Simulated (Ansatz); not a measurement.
# AlBPH (triplet): one geometry, many settings

What do other methods and options give for AlBPH (triplet) at this geometry, and how long do they take?

Computed with Ansatz 0.2.0, Gaussian basis. Level: the settings change from run to run.

16 further runs of the same task are left out: 7 that didn't finish, 9 set aside as unsound or not needed.

## Step 1: The system

The geometry is a PBE0/def2-TZVP stationary point (not a proven minimum) of the parent state, kept for this charge and spin.

4 atoms, charge 0, spin multiplicity 3.

Atoms are counted from 1 here; the program's logs count them from 0.

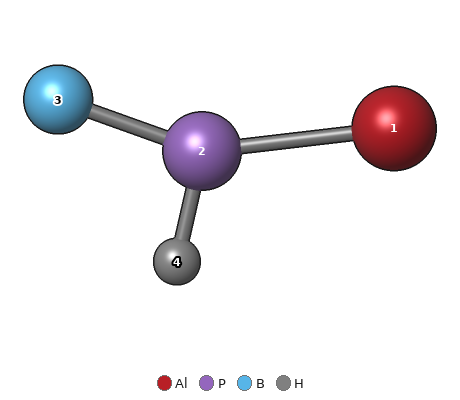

The geometry (aluminium red, phosphorus purple, boron blue, hydrogen grey); atoms are numbered from 1 in the order of the file.

As a file:

```
atom    x (Å)     y (Å)     z (Å)
 Al1  0.00000  -0.09531   1.74981
  P2  0.00000   0.18955  -0.64317
  B3  0.00000  -0.45169  -2.43518
  H4  0.00000   1.57131  -0.95703
```

## Step 2: BCCD on UHF/def2-SVP

Input file in.yaml:

```yaml
crystal:
  periodic: [false, false, false]
  atoms:
    - {symbol: Al, position_ang: [0.000000, -0.095312, 1.749815]}
    - {symbol: P, position_ang: [0.000000, 0.189551, -0.643168]}
    - {symbol: B, position_ang: [0.000000, -0.451689, -2.435182]}
    - {symbol: H, position_ang: [0.000000, 1.571307, -0.957031]}
basis:
  gaussian: {orbitals: def2-SVP}
magnetization: {spin_polarized: true, initial_magnetization: 2}
hamiltonian: {pseudopotentials: {relativity: scalar}}
correlation: {method: bccd, electrons: outside_noble_gas}
scf: {lower_state_search: off}
output: {forces: true}
```

Started as:

```console
$ ansatz run in.yaml --threads 1 --pin off --events-out ev --progress --plain --max-ram 2393MiB
```

What it wrote, cut to the lines that bear on the results:

```text
Functional definition: HF
  name "HF"
  cite "Fock, Z. Phys. 61, 126 (1930) doi:10.1007/BF01340294"
  parent pbe
[...]
514 factors; integrals over basis functions are off by at most 1.2e-3 eV
[...]
mean field -16563.75959613 eV, -608.7069378382 hartree, gradient 2.1e-6 eV, S^2 2.072596; 0 other end points of the search recorded, 0 dependent functions left out
11 core orbitals not correlated: weight in the atoms' cores, before any rotation towards them, 1.000 or more for the frozen orbitals, at most 0.000 for the correlated occupied ones
reference -16563.75959613 eV, -608.7069378382 hartree; 7, 5 occupied and 37, 39 virtual orbitals, 514 factors
second order -5.32420807 eV of doubles, -0.00000000 eV of singles
cycle   1  -6.00025718 eV  change   -6.8e-1 eV  update   9.6e-2
[...]
cycle  24  -6.37576393 eV  change   -4.5e-9 eV  update   1.0e-7
[...]
Total energy: -16570.13536006 eV, -608.9412428411 hartree
Relativity: scalar
Atom 0 at     0.000000    -0.095312     1.749815 Å, force     0.000000    -0.067228    -0.296117 eV/Å
Atom 1 at     0.000000     0.189551    -0.643168 Å, force    -0.000000    -0.165370    -2.155371 eV/Å
Atom 2 at     0.000000    -0.451689    -2.435182 Å, force    -0.000000    -0.008688     1.825385 eV/Å
Atom 3 at     0.000000     1.571307    -0.957031 Å, force     0.000000     0.241286     0.626102 eV/Å
Dipole moment:    -0.000000     0.061024     0.680053 e Å
Checks for a lower state left out: starts, cluster_reference, orbital_swaps, neighbouring_geometries, increment
```

Wall time 15 s (1 thread of Intel Xeon at 2.50GHz, shared host).

From the report: ⟨S²⟩ of the determinant 2.073 (pure triplet: 2.00); correlation -6.3758 eV; largest double amplitude 0.08.

## Step 3: CASSCF(8,5)/STO-3G

Input file in.yaml:

```yaml
crystal:
  periodic: [false, false, false]
  atoms:
    - {symbol: Al, position_ang: [0.000000, -0.095312, 1.749815]}
    - {symbol: P, position_ang: [0.000000, 0.189551, -0.643168]}
    - {symbol: B, position_ang: [0.000000, -0.451689, -2.435182]}
    - {symbol: H, position_ang: [0.000000, 1.571307, -0.957031]}
basis:
  gaussian: {orbitals: STO-3G}
magnetization: {spin_polarized: false, initial_magnetization: 2}
hamiltonian: {pseudopotentials: {relativity: none}}
correlation: {active_space: {window: {electrons: 8, orbitals: 5}}}
scf: {lower_state_search: light}
```

The command is unchanged.

What it wrote:

```text
Functional definition: HF
  name "HF"
  cite "Fock, Z. Phys. 61, 126 (1930) doi:10.1007/BF01340294"
  parent pbe
  exchange = exact_x
  correlation = 0
265 factors; integrals over basis functions are off by at most 8.9e-5 eV
mean field evaluation 1: about -16340.0904 eV, gradient 1.5e1 eV
mean field evaluation 2: about -16340.1242 eV, gradient 1.5e1 eV
mean field evaluation 4: about -16343.0561 eV, gradient 7.8e0 eV
mean field evaluation 8: about -16344.4591 eV, gradient 9.0e-1 eV
mean field evaluation 16: about -16338.8443 eV, gradient 2.2e1 eV
mean field evaluation 32: about -16343.6168 eV, gradient 5.9e-1 eV
mean field evaluation 64: about -16343.0269 eV, gradient 4.5e0 eV
mean field -16344.46667484 eV, -600.6480716230 hartree, gradient 4.8e-6 eV, S^2 2.000000; 10 other end points of the search recorded, 0 dependent functions left out
reference -16344.46667484 eV, -600.6480716230 hartree; 18, 16 occupied and 6, 8 virtual orbitals, 265 factors
state -16344.46757579 eV, -600.6481047324 hartree
Total energy: -16344.46757579 eV, -600.6481047324 hartree
```

Wall time 2.2 s (1 thread of Intel Xeon at 2.50GHz, shared host).

From the report: 25 determinants; active occupations 2.00, 2.00, 2.00, 1.00, 1.00.

## Step 4: BCCD on ROHF/cc-pVDZ

Edit in.yaml of step 3 so:

```diff
@@ -8,6 +8,5 @@
 basis:
-  gaussian: {orbitals: STO-3G}
+  gaussian: {orbitals: cc-pVDZ}
 magnetization: {spin_polarized: false, initial_magnetization: 2}
-hamiltonian: {pseudopotentials: {relativity: none}}
-correlation: {active_space: {window: {electrons: 8, orbitals: 5}}}
-scf: {lower_state_search: light}
+correlation: {method: bccd, electrons: outside_noble_gas, diis_vectors: 12}
+scf: {lower_state_search: off}
```

Launched as before.

What it wrote, cut to the lines that bear on the results:

```text
Functional definition: HF
  name "HF"
  cite "Fock, Z. Phys. 61, 126 (1930) doi:10.1007/BF01340294"
  parent pbe
[...]
551 factors; integrals over basis functions are off by at most 1.3e-3 eV
[...]
mean field -16538.55552336 eV, -607.7807052478 hartree, gradient 1.4e-6 eV, S^2 2.000000; 0 other end points of the search recorded, 0 dependent functions left out
11 core orbitals not correlated: weight in the atoms' cores, before any rotation towards them, 1.000 or more for the frozen orbitals, at most 0.000 for the correlated occupied ones
reference -16538.55552336 eV, -607.7807052478 hartree; 7, 5 occupied and 37, 39 virtual orbitals, 551 factors
second order -5.48168990 eV of doubles, -0.04132312 eV of singles
cycle   1  -6.24645665 eV  change   -7.2e-1 eV  update   1.0e-1
[...]
cycle  16  -6.62451974 eV  change   -3.1e-6 eV  update   1.1e-5
Total energy: -16545.18004310 eV, -608.0241518579 hartree
Checks for a lower state left out: stability, starts, cluster_reference, orbital_swaps, neighbouring_geometries, increment
```

Run time: 4.4 s. Hardware: 1 thread of Intel Xeon at 2.50GHz, shared host.

From the report: correlation -6.6245 eV; largest double amplitude 0.07.

## Step 5: CASSCF(8,7)/STO-3G

Edit in.yaml of step 4 so:

```diff
@@ -8,5 +8,4 @@
 basis:
-  gaussian: {orbitals: cc-pVDZ}
+  gaussian: {orbitals: STO-3G, fitting: {mean_field: def2-universal-jkfit}}
 magnetization: {spin_polarized: false, initial_magnetization: 2}
-correlation: {method: bccd, electrons: outside_noble_gas, diis_vectors: 12}
-scf: {lower_state_search: off}
+correlation: {active_space: {window: {electrons: 8, orbitals: 7}}}
```

The command is unchanged.

What it wrote:

```text
Functional definition: HF
  name "HF"
  cite "Fock, Z. Phys. 61, 126 (1930) doi:10.1007/BF01340294"
  parent pbe
  exchange = exact_x
  correlation = 0
349 factors; integrals over basis functions are off by at most 8.1e-3 eV
mean field evaluation 1: about -16340.1368 eV, gradient 1.5e1 eV
mean field evaluation 2: about -16331.8889 eV, gradient 3.1e1 eV
mean field evaluation 4: about -16344.0461 eV, gradient 4.3e0 eV
mean field evaluation 8: about -16344.4785 eV, gradient 5.8e-1 eV
mean field evaluation 16: about -16341.9065 eV, gradient 1.5e-3 eV
mean field evaluation 32: about -16344.4754 eV, gradient 6.9e-1 eV
mean field evaluation 64: about -16344.4726 eV, gradient 7.2e-1 eV
mean field -16344.48171375 eV, -600.6486242927 hartree, gradient 1.5e-6 eV, S^2 2.000000; 10 other end points of the search recorded, 0 dependent functions left out
reference -16344.48171375 eV, -600.6486242927 hartree; 18, 16 occupied and 6, 8 virtual orbitals, 349 factors
state -16345.73532360 eV, -600.6946936048 hartree
Total energy: -16345.73532360 eV, -600.6946936048 hartree
```

Run time: 10 s. Hardware: 1 thread of Intel Xeon at 2.50GHz, shared host.

From the report: 1,225 determinants; active occupations 2.00, 1.96, 1.92, 1.00, 1.00, 0.09, 0.03.

## Step 6: NEVPT2(12,8)/STO-3G

Edit in.yaml of step 5 so:

```diff
@@ -8,4 +8,5 @@
 basis:
-  gaussian: {orbitals: STO-3G, fitting: {mean_field: def2-universal-jkfit}}
+  gaussian: {orbitals: STO-3G}
 magnetization: {spin_polarized: false, initial_magnetization: 2}
-correlation: {active_space: {window: {electrons: 8, orbitals: 7}}}
+correlation: {method: sc_nevpt2, electrons: outside_noble_gas, active_space: {window: {electrons: 12, orbitals: 8}, states: [{multiplicity: 3, weights: [0.5, 1, 0.5]}], root: 1}}
+output: {forces: true}
```

Launched as before.

What it wrote, cut to the lines that bear on the results:

```text
Functional definition: HF
  name "HF"
  cite "Fock, Z. Phys. 61, 126 (1930) doi:10.1007/BF01340294"
  parent pbe
[...]
403 factors; integrals over basis functions are off by at most 4.0e-8 eV
[...]
mean field -16344.46676118 eV, -600.6480747959 hartree, gradient 1.9e-6 eV, S^2 2.000000; 10 other end points of the search recorded, 0 dependent functions left out
reference -16344.46676118 eV, -600.6480747959 hartree; 18, 16 occupied and 6, 8 virtual orbitals, 403 factors
state -16344.83961138 eV, -600.6617767881 hartree
state -16343.45723315 eV, -600.6109753251 hartree
state -16341.80764538 eV, -600.5503540927 hartree
state -16344.83961138 eV, -600.6617767881 hartree; corrected -16346.46050855 eV, -600.7213436602 hartree
state -16343.45723315 eV, -600.6109753251 hartree; corrected -16344.99741013 eV, -600.6675757852 hartree
[...]
state -16341.73384461 eV, -600.5476419644 hartree; corrected -16343.51340517 eV, -600.6130396086 hartree
state -16341.39962092 eV, -600.5353594704 hartree; corrected -16343.48249675 eV, -600.6119037452 hartree
state -16344.83961138 eV, -600.6617767881 hartree; corrected -16346.46050855 eV, -600.7213436602 hartree
state -16343.45723315 eV, -600.6109753251 hartree; corrected -16344.99741013 eV, -600.6675757852 hartree
state -16341.80764538 eV, -600.5503540927 hartree; corrected -16343.58835841 eV, -600.6157940895 hartree
[...]
Total energy: -16344.99741013 eV, -600.6675757852 hartree
Atom 0 at     0.000000    -0.095312     1.749815 Å, force    -0.000000     0.159132    -2.390973 eV/Å
Atom 1 at     0.000000     0.189551    -0.643168 Å, force     0.000000     0.372012     0.955124 eV/Å
Atom 2 at     0.000000    -0.451689    -2.435182 Å, force    -0.000000     0.234350     1.217991 eV/Å
Atom 3 at     0.000000     1.571307    -0.957031 Å, force     0.000000    -0.765493     0.217858 eV/Å
Dipole moment:     0.000000    -0.107188     0.920464 e Å
```

Wall time 11 s (1 thread of Intel Xeon at 2.50GHz, shared host).

From the report: 400 determinants; active occupations (of the averaged states) 2.00, 2.00, 2.00, 1.98, 1.72, 1.22, 0.56, 0.52.

## Step 7: BCCD(T) on ROHF/cc-pVDZ

Input file in.yaml:

```yaml
crystal:
  periodic: [false, false, false]
  atoms:
    - {symbol: Al, position_ang: [0.000000, -0.095312, 1.749815]}
    - {symbol: P, position_ang: [0.000000, 0.189551, -0.643168]}
    - {symbol: B, position_ang: [0.000000, -0.451689, -2.435182]}
    - {symbol: H, position_ang: [0.000000, 1.571307, -0.957031]}
basis:
  gaussian: {orbitals: cc-pVDZ, point_charges: [{charge: -1.00, position_ang: [4.600, 0.283, 0.110]}]}
magnetization: {spin_polarized: false, initial_magnetization: 2}
correlation: {method: bccd_t, electrons: valence, diis_vectors: 12}
```

The command is unchanged.

What it wrote, cut to the lines that bear on the results:

```text
Functional definition: HF
  name "HF"
  cite "Fock, Z. Phys. 61, 126 (1930) doi:10.1007/BF01340294"
  parent pbe
[...]
551 factors; integrals over basis functions are off by at most 1.3e-3 eV
[...]
mean field -16538.64720325 eV, -607.7840744218 hartree, gradient 1.7e-6 eV, S^2 2.000000; 17 other end points of the search recorded, 0 dependent functions left out
[...]
determinant -16538.64720325 eV, -607.7840744218 hartree, with singles and doubles -16545.31032027 eV, -608.0289394557 hartree
determinant -16537.86103139 eV, -607.7551831387 hartree, with singles and doubles -16544.59596835 eV, -608.0026875069 hartree
determinant -16537.56822006 eV, -607.7444225210 hartree, with singles and doubles -16544.45949579 eV, -607.9976722330 hartree
determinant -16536.99720064 eV, -607.7234379443 hartree, with singles and doubles -16544.02489910 eV, -607.9817010991 hartree
[...]
determinant -16536.77494820 eV, -607.7152703178 hartree, with singles and doubles -16543.76703404 eV, -607.9722247328 hartree
determinant -16536.72577313 eV, -607.7134631674 hartree, with singles and doubles -16543.71819241 eV, -607.9704298363 hartree
determinant -16536.47565178 eV, -607.7042713770 hartree, with singles and doubles -16543.65565784 eV, -607.9681317331 hartree
11 core orbitals not correlated: weight in the atoms' cores, before any rotation towards them, 1.000 or more for the frozen orbitals, at most 0.000 for the correlated occupied ones
reference -16538.64720325 eV, -607.7840744218 hartree; 7, 5 occupied and 37, 39 virtual orbitals, 551 factors
second order -5.49742314 eV of doubles, -0.04231538 eV of singles
cycle   1  -6.64745232 eV  change    1.6e-2 eV  update   1.8e-2
[...]
cycle  14  -6.64591504 eV  change   -1.7e-6 eV  update   1.2e-5
perturbative correction -0.32466527 eV, -0.0119312286 hartree
Total energy: -16545.61778356 eV, -608.0402385233 hartree
```

Wall time 40 s (1 thread of Intel Xeon at 2.50GHz, shared host).

From the report: correlation -6.9706 eV; largest double amplitude 0.08.

## Step 8: The runs in one table

Where basis and cores are those of an earlier UCCSDT(Q)/cc-pVDZ run (-16545.5784 eV), and the state is the same kind, the miss against it is given.

```
                                             level         correlated  functions  energy (eV)  from UCCSDT(Q) (meV)   time
             BCCD on UHF/def2-SVP (relativity set)  outside noble gas         55  -16570.1354                         15 s
                                CASSCF(8,5)/STO-3G                            24  -16344.4676                        2.2 s
                              BCCD on ROHF/cc-pVDZ  outside noble gas         55  -16545.1800                 398.4  4.4 s
                                CASSCF(8,7)/STO-3G                            24  -16345.7353                         10 s
NEVPT2(12,8)/STO-3G (excited root 1 of an average)  outside noble gas         24  -16344.9974                         11 s
   BCCD(T) on ROHF/cc-pVDZ (beside a point charge)            valence         55  -16545.6178                         40 s
```

## Step 9: Summary of results

```
quantity                                                  value
    runs                                                      6
quickest                              CASSCF(8,5)/STO-3G, 2.2 s
 slowest  BCCD(T) on ROHF/cc-pVDZ (beside a point charge), 40 s
```

**Reading.** Total energies in different bases, with other cores or another treatment of relativity can't be set against each other. BCCD(T) on ROHF/cc-pVDZ (beside a point charge) took 18 times as long as CASSCF(8,5)/STO-3G; the jobs differ in more than the method.
